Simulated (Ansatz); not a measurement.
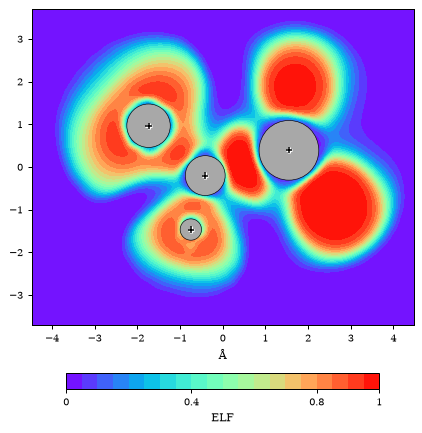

The electron localisation function on a plane through atoms (crosses mark nuclei in the plane; grey discs cover the cores).

Theory: RHF/def2-SVP (Ansatz).

Candidates:
A. ClF2HOTi
B. BClFH3Si···H2

Which candidate gave the map?

Candidate B: BClFH3Si···H2 on the plane of atoms Cl3, B1 and F4, which holds B, Cl, F and Si. B–F (1.31 Å): the ELF peaks at about 0.85 between the atoms; a polar covalent bond. B–Cl (1.77 Å): the ELF peaks at about 0.90 between the atoms, as expected for a polar covalent bond.
